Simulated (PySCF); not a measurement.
System: CO (SMILES [C-]#[O+]).

```yaml
atoms:
  - { symbol: C, position_ang: [0.5667, -0.0059, -0.0055] }
  - { symbol: O, position_ang: [-0.5612, 0.0085, -0.0228] }
```

Geometry: PBE0-D3(BJ)/def2-SVP.

These are results of DFT single point, gas phase, functional wB97X (PySCF), not measurements.

What can the converged electron density and electron localisation function tell about the bonding?

Answer. C–O (1.13 Å): ρ at the midpoint is about 4.2 e/Å³; the ELF peaks at about 0.85 between the atoms; a short, multiple covalent bond.

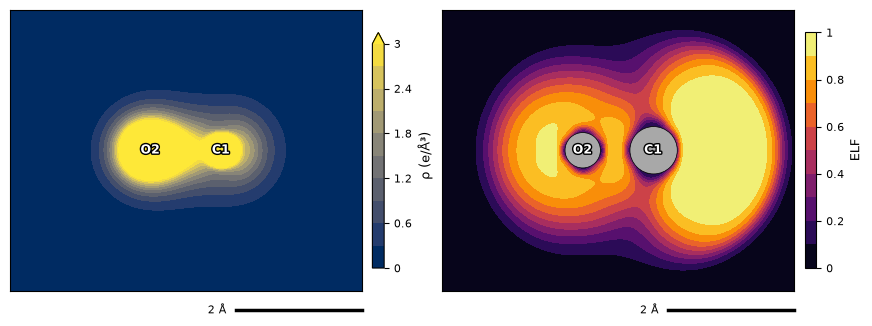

Computed electron density and electron localisation function on a plane that holds the molecular axis, in this order. Grey discs cover the atomic cores in the ELF map. 
